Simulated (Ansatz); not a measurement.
# Energy against volume for NiO (rock salt)

NiO (rock salt)

```xyz
2
Lattice="0.0000 2.0943 2.0943 2.0943 0.0000 2.0943 2.0943 2.0943 0.0000" Properties=species:S:1:pos:R:3 pbc="T T T"
O      0.0000     0.0000     0.0000
Ni     2.0943     2.0943     2.0943
```

The volume is varied about the relaxed value V₀ at fixed cell shape. Symmetry pins the atoms to their sites.

Method: r2SCAN (plane waves to 500 eV, PAW, scalar-relativistic; Ansatz, a first-principles code). k mesh 13×13×13 (Γ-centred), Fermi-Dirac smearing 0.05 eV. E stands for the smeared free energy. NiO is run spin-polarised and with no Hubbard U; the real compound is an antiferromagnetic insulator, a state that this run doesn't describe. NiO was relaxed with its symmetry unable to fall. Relaxed NiO ends ferromagnetic. The magnetic order is the one the run started from; other orders were not tried. The zero of ΔE is the relaxed starting cell.

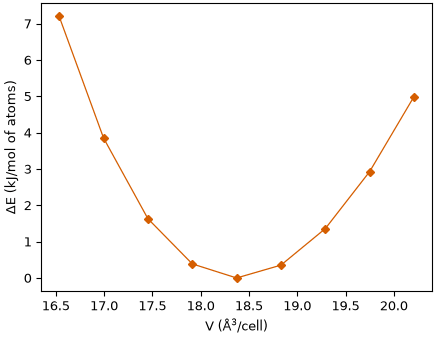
*ΔE (kJ/mol of atoms) against V (Å³/cell); markers are the computed points, lines only join them.*

The equilibrium volume of the fit is 9.19 Å³/atom and the pressure at the smallest volume comes out as 28.6 GPa. The energy cost of the largest expansion comes out as 51.8 meV/atom, the energy cost of the largest compression is 74.6 meV/atom and the pressure for 5 % compression (fit) is 12.4 GPa.

P = (3B₀/2)(x⁷ − x⁵)[1 + ¾(B₀′ − 4)(x² − 1)] with x = (1/0.95)^(1/3), B₀ = 215 GPa and B₀′ = 4.46.

(A scan under strain: stresses follow from slopes of the energy per volume, elastic moduli from its curvatures.)
